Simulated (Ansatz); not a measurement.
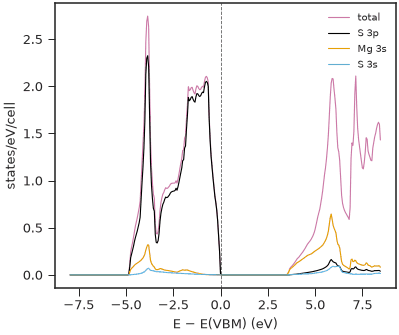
*Total and projected density of states of MgS (rock salt, Fm-3m), r²SCAN in the plane-wave PAW code Ansatz*

Task: Which orbitals carry the states next to the gap?

Result: Top 1 eV of the valence band: S 3p 98 %. Bottom 1 eV of the conduction band: Mg 3s 74 %, S 3p 6 %, outside the projected shells 16 %. Projections are on Löwdin-orthogonalised atomic valence shells; empty p or d shells of many metals are not among them.

Task: Where is the tallest occupied peak in this window, and what makes it?

Result: Near -3.8 eV, about 2.7 states/eV per cell; the largest projected share is S 3p.

The cell was relaxed with r²SCAN under the symmetry of its start.

Potentials: the earlier of the program's two PAW sets.
